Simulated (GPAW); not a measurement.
# Quasiparticle gap of VBiO4 (Dreyerite) in GPAW

Wanted: ground state, empty states, screening and self-energy for VBiO4 (Dreyerite).

Calculated with GPAW 26.7.0; LDA and many-body steps on it, plane waves.

## Step 1: Set-up

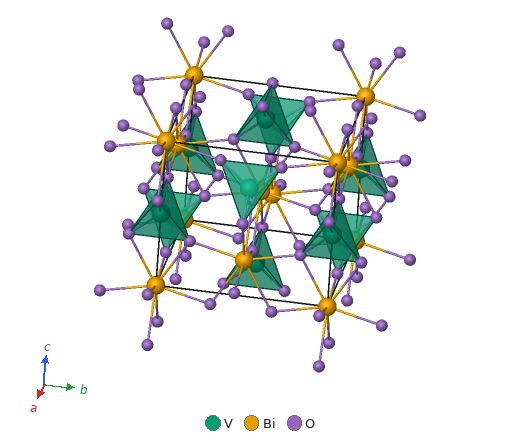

The cell as given, slightly off an axis (vanadium teal, bismuth orange, oxygen purple). This picture shows the conventional cell, with its axes. Some periodic images of atoms are drawn too.

The cell and positions come from the Crystallography Open Database and are kept as given unless a step says otherwise. Spin-orbit coupling is left out unless a step names it.

## Step 2: Ground state

This step: GPAW 26.7.0; DFT, LDA, plane waves, PAW.

The ground-state density comes first.

The input, run.py:

```python
import json
import numpy as np
from gpaw.mpi import world
from ase import Atoms
from gpaw import GPAW, PW, FermiDirac

atoms = Atoms(['V', 'V', 'Bi', 'Bi', 'O', 'O', 'O', 'O', 'O', 'O', 'O', 'O'],
    cell=[[-3.6515000000, 3.6515000000, 3.2920000000],
      [3.6515000000, -3.6515000000, 3.2920000000],
      [3.6515000000, 3.6515000000, -3.2920000000]],
    scaled_positions=[[0.5000000000, 0.5000000000, 0.0000000000],
      [0.2500000000, 0.7500000000, 0.5000000000],
      [0.7500000000, 0.2500000000, 0.5000000000],
      [0.0000000000, 0.0000000000, 0.0000000000],
      [0.1550000000, 0.3330000000, 0.8220000000],
      [0.0830000000, 0.7610000000, 0.6780000000],
      [0.5110000000, 0.3330000000, 0.1780000000],
      [0.0830000000, 0.4050000000, 0.3220000000],
      [0.5950000000, 0.9170000000, 0.6780000000],
      [0.6670000000, 0.8450000000, 0.1780000000],
      [0.2390000000, 0.9170000000, 0.3220000000],
      [0.6670000000, 0.4890000000, 0.8220000000]],
    pbc=(True, True, True))
calc = GPAW(mode=PW(600),
    xc='LDA',
    kpts={'size': (6, 6, 6), 'gamma': True},
    occupations=FermiDirac(0.001),
    nbands=-12,
    convergence={'density': 1e-6, 'bands': -3},
    maxiter=100,
    txt='gs.txt')
atoms.calc = calc
res = {'energy': atoms.get_potential_energy()}
kpts = calc.get_ibz_k_points()
res['kpts'] = kpts
res['eigenvalues'] = [calc.get_eigenvalues(kpt=k) for k in range(len(kpts))]
res['n_electrons'] = calc.get_number_of_electrons()
calc.write('gs.gpw')

if world.rank == 0:
    with open('result.json', 'w') as f:
        json.dump(res, f, default=lambda x: x.tolist())
```

Run with:

```
mpirun -n 4 gpaw python run.py
```

Numbers of over 12 decimals in the logs are rounded to 6 here.

The log of the run:

```text
__  _  _
 | _ |_)|_||  |
 |__||  | ||/\| - 26.7.0

Input parameters:
  mode=PW(ecut=600.0),
  convergence={'density': 1e-06, 'bands': -3},
  kpts=MonkhorstPack(size=(6, 6, 6), gamma=True),
  maxiter=100,
  nbands=-12,
  occupations=Occupations(name='fermi-dirac', width=0.001, fixmagmom=False),
  xc=XC(name='LDA')
  [... matrices ...]
Diagonalizing LCAO Hamiltonian
Converting LCAO to pw mode

           O
        V Bi     O
        O       O
                 V

        Bi    O   O O

Atoms  # Å, Bohr magnetons
|    | symbol |        x |         y |         z |    initial magnetic moments |
|  0 |      V | 0.000000 |  0.000000 |  3.292000 | ( 0.0000,  0.0000,  0.0000) |
|  1 |      V | 3.651500 |  0.000000 |  1.646000 | ( 0.0000,  0.0000,  0.0000) |
|  2 |     Bi | 0.000000 |  3.651500 |  1.646000 | ( 0.0000,  0.0000,  0.0000) |
|  3 |     Bi | 0.000000 |  0.000000 |  0.000000 | ( 0.0000,  0.0000,  0.0000) |
|  4 |      O | 3.651500 |  2.351566 | -1.099528 | ( 0.0000,  0.0000,  0.0000) |
|  5 |      O | 4.951434 |  0.000000 |  0.546472 | ( 0.0000,  0.0000,  0.0000) |
|  6 |      O | 0.000000 |  1.299934 |  2.192472 | ( 0.0000,  0.0000,  0.0000) |
|  7 |      O | 2.351566 | -0.000000 |  0.546472 | ( 0.0000,  0.0000,  0.0000) |
|  8 |      O | 3.651500 |  1.299934 |  2.745528 | ( 0.0000,  0.0000,  0.0000) |
|  9 |      O | 1.299934 |  0.000000 |  4.391528 | ( 0.0000,  0.0000,  0.0000) |
| 10 |      O | 3.651500 | -1.299934 |  2.745528 | ( 0.0000,  0.0000,  0.0000) |
| 11 |      O | 2.351566 |  3.651500 |  1.099528 | ( 0.0000,  0.0000,  0.0000) |

Unit cell  # Å
| periodic |         x |         y |         z |  lengths |     angles |
|      yes | -3.651500 |  3.651500 |  3.292000 | 6.124065 | 106.795798 |
|      yes |  3.651500 | -3.651500 |  3.292000 | 6.124065 | 106.795798 |
|      yes |  3.651500 |  3.651500 | -3.292000 | 6.124065 | 114.965776 |

Number of symmetries: 8
Symmetry operations  # r_c * U_cc + t_c -> r_c
|   | kind |            matrix            |
| 0 |  σ   |  1, 1, 1,  0, 0,-1,  0,-1, 0 |
| 1 |  E   |  1, 0, 0,  0, 1, 0,  0, 0, 1 |
| 2 |  C2  |  0, 1, 0,  1, 0, 0, -1,-1,-1 |
| 3 |  S4  |  0, 0, 1, -1,-1,-1,  0, 1, 0 |
| 4 |  σ   |  0, 0,-1,  1, 1, 1, -1, 0, 0 |
| 5 |  C2  |  0,-1, 0, -1, 0, 0,  0, 0,-1 |
| 6 |  C2  | -1, 0, 0,  0,-1, 0,  1, 1, 1 |
| 7 |  S4  | -1,-1,-1,  0, 0, 1,  1, 0, 0 |

BZ-sampling:
  Number of BZ points: 216
  Number of IBZ points: 30

  Monkhorst-Pack size: [6, 6, 6]
  Monkhorst-Pack shift: [0.083333, 0.083333, 0.083333]

K-points  # in reciprocal-cell coordinates
|     |                                coordinates |     weight |
|   0 | (  0.00000000,   0.00000000,   0.00000000) | 0.00462963 |
|   1 | (  0.16666667,  -0.16666667,   0.00000000) | 0.01851852 |
|   2 | (  0.16666667,  -0.16666667,   0.16666667) | 0.01851852 |
|   3 | (  0.16666667,   0.00000000,   0.00000000) | 0.03703704 |
|   4 | (  0.16666667,   0.16666667,  -0.16666667) | 0.00925926 |
|   5 | (  0.33333333,  -0.33333333,   0.00000000) | 0.01851852 |
|   6 | (  0.33333333,  -0.33333333,   0.16666667) | 0.03703704 |
|   7 | (  0.33333333,  -0.33333333,   0.33333333) | 0.01851852 |
|   8 | (  0.33333333,  -0.16666667,   0.00000000) | 0.07407407 |
|   9 | (  0.33333333,  -0.16666667,   0.16666667) | 0.03703704 |
| ... |                                            |            |
|  29 | (  0.50000000,   0.50000000,   0.50000000) | 0.00462963 |

Plane wave coefficients: 5885
Cutoff: 600.0 eV

Spin-components: 1 (collinear spins)
Bands:           64
Projectors:      64
Spin-degeneracy: 2
Datatype:        complex128

  Storage: CPU
  Wave functions: 178_698_240 bytes (44_674_560 per core)
  Projectors: 106_102_080 bytes (26_525_520 per core)
  [... matrices ...]
Parallelization:
  kpt:    4
  domain: 1
  band:   1

Density:
  Valence electrons: 104.0
  Components: 1
  Grid points: [35 35 35]
  Charge: 0.0  # |e|

Potential:
  Grid points: [35 35 35]

species:
  V:
    name:    Vanadium
    Z:       23.0
    valence: 13
    core:    10
    charge:  0.0  # [|e|]
    compensation charges:
      type: gauss
      rc: 0.37  # [Å]
      lmax: 2
    cutoffs:
      filter: 2.14  # [Å]
      core: 0.96  # [Å]
    projectors
    | kind |    occ | energy [eV] | rcut [Å] |
    |   3s |  2.000 |     -69.819 |    1.254 |
    |   4s |  2.000 |      -4.846 |    1.254 |
    |   3p |  6.000 |     -43.961 |    1.281 |
    |   4p |  0.000 |      -1.526 |    1.281 |
    |   3d |  3.000 |      -5.381 |    1.169 |
    |    d |        |      21.830 |    1.169 |

    Using partial waves for V as LCAO basis

  Bi:
    name:    Bismuth
    Z:       83.0
    valence: 15
    core:    68
    charge:  0.0  # [|e|]
    compensation charges:
      type: gauss
      rc: 0.38  # [Å]
      lmax: 2
    cutoffs:
      filter: 2.23  # [Å]
      core: 2.33  # [Å]
    projectors
    | kind |    occ | energy [eV] | rcut [Å] |
    |   6s |  2.000 |     -14.665 |    1.286 |
    |   6p |  3.000 |      -4.777 |    1.275 |
    |   5d | 10.000 |     -27.225 |    1.349 |
    |    s |        |      12.546 |    1.286 |
    |    p |        |      22.434 |    1.275 |
    |    d |        |      -0.013 |    1.349 |

    Using partial waves for Bi as LCAO basis

  O:
    name:    Oxygen
    Z:       8.0
    valence: 6
    core:    2
    charge:  0.0  # [|e|]
    compensation charges:
      type: gauss
      rc: 0.21  # [Å]
      lmax: 2
    cutoffs:
      filter: 1.17  # [Å]
      core: 0.83  # [Å]
    projectors
    | kind |    occ | energy [eV] | rcut [Å] |
    |   2s |  2.000 |     -23.752 |    0.688 |
    |   2p |  4.000 |      -9.195 |    0.598 |
    |    s |        |       3.459 |    0.688 |
    |    p |        |      18.016 |    0.598 |
    |    d |        |       0.000 |    0.619 |

    Using partial waves for O as LCAO basis

Reference energy: -1236835.163565  # eV

eigensolver:
  PPCG
  Converge bands: -3
  niter=2

density mixing:
  MSR1-Mixer
  Pratt-step length: 0.05
  Maximum mixing coefficient: 0.75
  Old densities: 10
  SVD Regularization: 0.005
  Good broyden scale: 1.0
  Trust region scale: 1.0
  Backstep threshold: 4.0
  History deletion threshold: 6.0
  Fourier metric: weight=20.0, sigma=0.015

occupation numbers:
  Fermi-Dirac:
    width: 0.0010  # eV

poisson solver:
  ecut: 4800.0  # eV

xc functional:
  name: None

Initialization done in: 4.530 s

convergence criteria:
- Maximum integral of absolute [dens]ity change: 1e-06 electrons / valence electron
- Maximum [total energy] change in last 3 cyles: 0.0005 eV / valence electron
- Maximum integral of absolute [eigenst]ate change: 4e-08 eV^2 / valence electron
maximum number of iterations: 100

SCF iterations
|iter     |     time |      energy | eigst |  dens |
|iter:   1|  | -116.091198 | +0.58 |       |
|iter:   2|  | -111.126566 | -0.57 | -0.83 |
|iter:   3|  | -100.864140 | +0.25 | -0.90 |
|iter:   4|  | -100.842536 | -0.58 | -1.46 |
|iter:   5|  | -100.599028 | -1.22 | -1.59 |
|iter:   6|  | -100.557773 | -2.07 | -1.85 |
|iter:   7|  | -100.556830c| -2.76 | -2.61 |
|iter:   8|  | -100.556900c| -3.30 | -3.24 |
|iter:   9|  | -100.556843c| -3.78 | -3.49 |
|iter:  10|  | -100.556826c| -4.20 | -3.72 |
|iter:  11|  | -100.556830c| -4.58 | -4.22 |
|iter:  12|  | -100.556830c| -4.85 | -4.82 |
|iter:  13|  | -100.556831c| -5.08 | -5.18 |
|iter:  14|  | -100.556831c| -5.28 | -5.42 |
|iter:  15|  | -100.556831c| -5.69 | -6.14c|
|iter:  16|  | -100.556831c| -5.99 | -6.71c|
|iter:  17|  | -100.556831c| -6.32 | -7.15c|
|iter:  18|  | -100.556831c| -6.58 | -7.44c|
|iter:  19|  | -100.556831c| -6.89 | -7.99c|
|iter:  20|  | -100.556831c| -7.08 | -8.17c|
|iter:  21|  | -100.556831c| -7.15 | -8.24c|
|iter:  22|  | -100.556831c| -7.27 | -8.45c|
|iter:  23|  | -100.556831c| -7.37 | -8.69c|
|iter:  24|  | -100.556831c| -7.63c| -8.84c|

Converged in 24 steps
SCF loop duration: 117.980 s (4.916 s/step)
Energy contributions relative to reference atoms: (reference = -1236835.163565)
  [... matrices ...]
Energy contributions:
  Kinetic:          91.326974
  Coulomb:        -103.614397
  Zero:             -2.459585
  External:          0.000000
  Xc:              -85.809823
  Entropy:          -0.000000
  Spinorbit:         0.000000
  ----------------------------
  Free energy:    -100.556831
  Extrapolated:   -100.556831

dipole moment: (-11.791189, -35.017852, -4.616309)  # |e|*Ang

Fermi level: 3.702
Eigenvalues  # (at kpt = [0.000, 0.000, 0.000])
| band index |      eig [eV] | occ [0-2] |
|          0 |       -60.237 |     2.000 |
|        ... |               |           |
|         44 |         1.436 |     2.000 |
|         45 |         1.700 |     2.000 |
|         46 |         2.048 |     2.000 |
|         47 |         2.048 |     2.000 |
|         48 |         2.177 |     2.000 |
|         49 |         2.328 |     2.000 |
|         50 |         2.328 |     2.000 |
|         51 |         2.556 |     2.000 |
|         52 |         6.060 |     0.000 |
[...]
|         56 |         7.058 |     0.000 |
|         57 |         7.270 |     0.000 |
|         58 |         7.343 |     0.000 |
|         59 |         7.343 |     0.000 |
|        ... |               |           |
|         63 |         9.015 |     0.000 |

Gap: 2.696 eV
Transition (v -> c):
  (s=0, k=14, n=51, [0.33, 0.33, -0.33]) -> (s=0, k=14, n=52, [0.33, 0.33, -0.33])
No difference between direct/indirect transitions
# Writing to gs.gpw (mode='')
  [... matrices ...]
```

Wall time 2.1 min (4 MPI ranks of Arm Neoverse V2, shared host); peak memory 1.3 GiB; 8.3 min of CPU time.

Numbers from this step:

| Item | Value |
| --- | --- |
| total energy | -100.5568 eV |
| gap | 2.696 eV |
| k of the valence top | 0.3333, 0.3333, -0.3333 |
| k of the conduction bottom | 0.3333, 0.3333, -0.3333 |
| least direct gap | 2.696 eV |

The gap is direct, at (0.333, 0.333, -0.333).

## Step 3: Bands along the symmetry lines

Levels along a band path, at the cheap level, show where the edges lie and whether the meshes to come will hold them.

The input, run.py:

```python
import json
import numpy as np
from gpaw.mpi import world
from gpaw import GPAW

path = [[0.000000, 0.000000, 0.000000],
    [0.000000, 0.000000, 0.062500],
    [0.000000, 0.000000, 0.125000],
    [0.000000, 0.000000, 0.187500],
    [0.000000, 0.000000, 0.250000],
    [0.000000, 0.000000, 0.312500],
    [0.000000, 0.000000, 0.375000],
    [0.000000, 0.000000, 0.437500],
    [-0.000000, 0.000000, 0.500000],
    [-0.062500, 0.062500, 0.500000],
    [-0.125000, 0.125000, 0.500000],
    [-0.187500, 0.187500, 0.500000],
    [-0.250000, 0.250000, 0.500000],
    [-0.312500, 0.312500, 0.500000],
    [-0.375000, 0.375000, 0.500000],
    [-0.437500, 0.437500, 0.500000],
    [-0.500000, 0.500000, 0.500000],
    [-0.437500, 0.437500, 0.437500],
    [-0.375000, 0.375000, 0.375000],
    [-0.312500, 0.312500, 0.312500],
    [-0.250000, 0.250000, 0.250000],
    [-0.187500, 0.187500, 0.187500],
    [-0.125000, 0.125000, 0.125000],
    [-0.062500, 0.062500, 0.062500],
    [0.000000, 0.000000, 0.000000],
    [0.056650, 0.056650, -0.056650],
    [0.113299, 0.113299, -0.113299],
    [0.169949, 0.169949, -0.169949],
    [0.226598, 0.226598, -0.226598],
    [0.283248, 0.283248, -0.283248],
    [0.339898, 0.339898, -0.339898],
    [0.396547, 0.396547, -0.396547],
    [0.453197, 0.453197, -0.453197],
    [-0.453197, 0.546803, 0.453197],
    [-0.459047, 0.540953, 0.459047],
    [-0.464898, 0.535102, 0.464898],
    [-0.470748, 0.529252, 0.470748],
    [-0.476598, 0.523402, 0.476598],
    [-0.482449, 0.517551, 0.482449],
    [-0.488299, 0.511701, 0.488299],
    [-0.494150, 0.505850, 0.494150],
    [-0.500000, 0.500000, 0.500000],
    [0.000000, 0.000000, 0.500000],
    [0.031250, 0.031250, 0.468750],
    [0.062500, 0.062500, 0.437500],
    [0.093750, 0.093750, 0.406250],
    [0.125000, 0.125000, 0.375000],
    [0.156250, 0.156250, 0.343750],
    [0.187500, 0.187500, 0.312500],
    [0.218750, 0.218750, 0.281250],
    [0.250000, 0.250000, 0.250000],
    [0.218750, 0.281250, 0.218750],
    [0.187500, 0.312500, 0.187500],
    [0.156250, 0.343750, 0.156250],
    [0.125000, 0.375000, 0.125000],
    [0.093750, 0.406250, 0.093750],
    [0.062500, 0.437500, 0.062500],
    [0.031250, 0.468750, 0.031250],
    [0.000000, 0.500000, 0.000000],
    [0.000000, 0.437500, 0.000000],
    [0.000000, 0.375000, 0.000000],
    [0.000000, 0.312500, 0.000000],
    [0.000000, 0.250000, 0.000000],
    [0.000000, 0.187500, 0.000000],
    [0.000000, 0.125000, 0.000000],
    [0.000000, 0.062500, 0.000000],
    [0.000000, 0.000000, 0.000000]]
calc = GPAW('gs.gpw').fixed_density(kpts=path,
    symmetry='off',
    nbands=62,
    convergence={'bands': 58},
    txt='bands.txt')
res = {}
kpts = calc.get_ibz_k_points()
res['kpts'] = kpts
res['eigenvalues'] = [calc.get_eigenvalues(kpt=k) for k in range(len(kpts))]
res['n_electrons'] = calc.get_number_of_electrons()

if world.rank == 0:
    with open('result.json', 'w') as f:
        json.dump(res, f, default=lambda x: x.tolist())
```

Run with:

```
mpirun -n 4 gpaw python run.py
```

The log of the run:

```text
Diagonalizing LCAO Hamiltonian
Converting LCAO to pw mode
convergence criteria:
- Maximum integral of absolute [eigenst]ate change: 4e-08 eV^2 / valence electron
maximum number of iterations: 100

SCF iterations
|iter     |     time |      energy | eigst |  dens |
|iter:   1|  |             | +0.65 |       |
|iter:   2|  |             | -0.79 |       |
|iter:   3|  |             | -1.81 |       |
[...]
|iter:  13|  |             | -7.03 |       |
|iter:  14|  |             | -7.33 |       |
|iter:  15|  |             | -7.55c|       |
SCF steps: 15
  __  _  _
 | _ |_)|_||  |
 |__||  | ||/\| - 26.7.0

Input parameters:
  mode=PW(ecut=600.0),
  convergence={'bands': 58},
  gpts=array([35, 35, 35]),
  kpts=KPoints(kpts=array([[ 0.      ,  0.      ,  0.      ],
         [ 0.      ,  0.      ,  0.0625  ],
         [ 0.      ,  0.      ,  0.125   ],
         [ 0.      ,  0.      ,  0.1875  ],
[...]
[-0.      ,  0.      ,  0.5     ],
         [-0.0625  ,  0.0625  ,  0.5     ],
         [-0.125   ,  0.125   ,  0.5     ],
[...]
[ 0.113299,  0.113299, -0.113299],
         [ 0.169949,  0.169949, -0.169949],
         [ 0.226598,  0.226598, -0.226598],
         [ 0.283248,  0.283248, -0.283248],
         [ 0.339898,  0.339898, -0.339898],
         [ 0.396547,  0.396547, -0.396547],
         [ 0.453197,  0.453197, -0.453197],
         [-0.453197,  0.546803,  0.453197],
         [-0.459047,  0.540953,  0.459047],
         [-0.464898,  0.535102,  0.464898],
         [-0.470748,  0.529252,  0.470748],
         [-0.476598,  0.523402,  0.476598],
         [-0.482449,  0.517551,  0.482449],
         [-0.488299,  0.511701,  0.488299],
         [-0.49415 ,  0.50585 ,  0.49415 ],
         [-0.5     ,  0.5     ,  0.5     ],
[...]
[ 0.      ,  0.125   ,  0.      ],
         [ 0.      ,  0.0625  ,  0.      ],
         [ 0.      ,  0.      ,  0.      ]])),
  maxiter=100,
  nbands=62,
  occupations=Occupations(name='fermi-dirac', width=0.001, fixmagmom=False),
  parallel={},
  symmetry=Symmetry(point_group=False, time_reversal=False),
  xc=XC(name='LDA')
```

Wall time 2.8 min (4 MPI ranks); peak memory 1.7 GiB; 11 min of CPU time.

This step gave:

| Property | Result |
| --- | --- |
| gap | 2.700 eV |
| k of the valence top | 0.3399, 0.3399, -0.3399 |
| k of the conduction bottom | 0.3399, 0.3399, -0.3399 |
| least direct gap | 2.700 eV |

The gap is 2.700 eV, +0.004 eV from the run before at this level.

Electronic bands along the path, in eV, zero at the top of the highest filled band:

| point | band 49 | band 50 | band 51 | band 52 | band 53 | band 54 | band 55 | band 56 |
| --- | --- | --- | --- | --- | --- | --- | --- | --- |
| Γ | -0.60 | -0.45 | -0.45 | -0.23 | 3.28 | 3.76 | 3.87 | 3.88 |
| X | -0.54 | -0.54 | -0.37 | -0.37 | 3.42 | 3.42 | 3.79 | 3.79 |
| M | -0.68 | -0.68 | -0.64 | -0.64 | 3.58 | 3.58 | 3.59 | 3.59 |
| Γ | -0.60 | -0.45 | -0.45 | -0.23 | 3.28 | 3.76 | 3.87 | 3.88 |
| Z | -0.77 | -0.70 | -0.70 | -0.37 | 3.24 | 3.62 | 3.62 | 3.84 |
| jump to Z0 | -0.77 | -0.70 | -0.70 | -0.37 | 3.24 | 3.62 | 3.62 | 3.84 |
| M | -0.68 | -0.68 | -0.64 | -0.64 | 3.58 | 3.58 | 3.59 | 3.59 |
| jump to X | -0.54 | -0.54 | -0.37 | -0.37 | 3.42 | 3.42 | 3.79 | 3.79 |
| P | -0.51 | -0.51 | -0.12 | -0.12 | 2.95 | 2.95 | 3.53 | 3.53 |
| N | -0.76 | -0.57 | -0.37 | -0.07 | 2.77 | 3.27 | 3.50 | 3.70 |
| Γ | -0.60 | -0.45 | -0.45 | -0.23 | 3.28 | 3.76 | 3.87 | 3.88 |

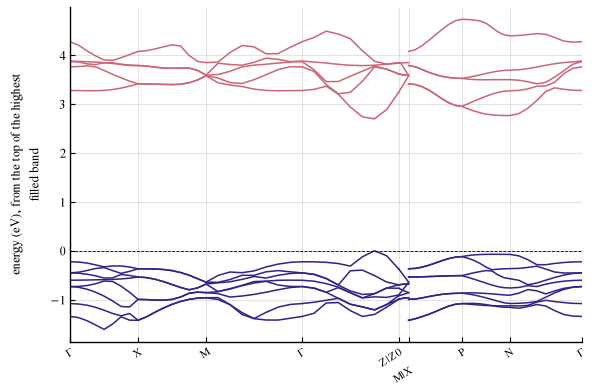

Electronic bands along the path; lines of filled and empty bands in two colours.

## Step 4: Empty states on the mesh, 4×4×4 mesh, 150 bands

The sums over transitions need many empty states on a uniform mesh; this step solves for them.

The input, run.py:

```python
import json
import numpy as np
from gpaw.mpi import world
from gpaw import GPAW

calc = GPAW('gs.gpw').fixed_density(kpts={'size': (4, 4, 4), 'gamma': True},
    nbands=175,
    convergence={'bands': 150},
    txt='nscf.txt')
calc.write('full.gpw', mode='all')
res = {}
kpts = calc.get_ibz_k_points()
res['kpts'] = kpts
res['eigenvalues'] = [calc.get_eigenvalues(kpt=k) for k in range(len(kpts))]
res['n_electrons'] = calc.get_number_of_electrons()

if world.rank == 0:
    with open('result.json', 'w') as f:
        json.dump(res, f, default=lambda x: x.tolist())
```

Run with:

```
mpirun -n 4 gpaw python run.py
```

The log of the run:

```text
Diagonalizing LCAO Hamiltonian
Converting LCAO to pw mode
convergence criteria:
- Maximum integral of absolute [eigenst]ate change: 4e-08 eV^2 / valence electron
maximum number of iterations: 100

SCF iterations
|iter     |     time |      energy | eigst |  dens |
|iter:   1|  |             | +3.57 |       |
|iter:   2|  |             | +2.24 |       |
|iter:   3|  |             | +1.26 |       |
[...]
|iter:  12|  |             | -6.49 |       |
|iter:  13|  |             | -7.18 |       |
|iter:  14|  |             | -7.61c|       |
SCF steps: 14
  __  _  _
 | _ |_)|_||  |
 |__||  | ||/\| - 26.7.0

Input parameters:
  mode=PW(ecut=600.0),
  convergence={'bands': 150},
  gpts=array([35, 35, 35]),
  kpts=MonkhorstPack(size=(4, 4, 4), gamma=True),
  maxiter=100,
  nbands=175,
  occupations=Occupations(name='fermi-dirac', width=0.001, fixmagmom=False),
  parallel={},
  xc=XC(name='LDA')
# Writing to full.gpw (mode='all')
  [... matrices ...]

timing:  # [seconds]
  Total: 0.071  # ━━━━━━━━━━━━━━━━━━━━━━━━━━━━━━━━━━━━━━━━━━━━━━━━━━━━━━━━━━━
```

Run time: 2 min. Hardware: 4 MPI ranks; peak memory 1.5 GiB.

Numbers from this step:

```
gap                                                           : 2.841 eV
k of the valence top                                          : 0.5, 0, 0.5
k of the conduction bottom                                    : 0.5, 0, 0.5
least direct gap                                              : 2.841 eV
k points computed                                             : 13
lowest point of the top converged band, above the valence top : 34.89 eV
```

On this mesh the gap is 2.841 eV. The earlier step found 2.696 eV, so this mesh misses an edge.

(Part 1 of 2 ends here.)

[Paths, hosts, dates, memory and timing lines, banners, echoed tables and standing remarks are left out of the program output.]

[Logs are printed without paths, hosts, clocks, repeated set-up lines and the standing remarks that a program may print on its own settings, such as how far it seeks lower states.]

[Runs of the session that timed out or met a known fault of the program may be left out.]

[Hosts, paths, dates, database ids (printed as entryN), source tags and the programs' standing remarks are cut or masked in the printed files.]
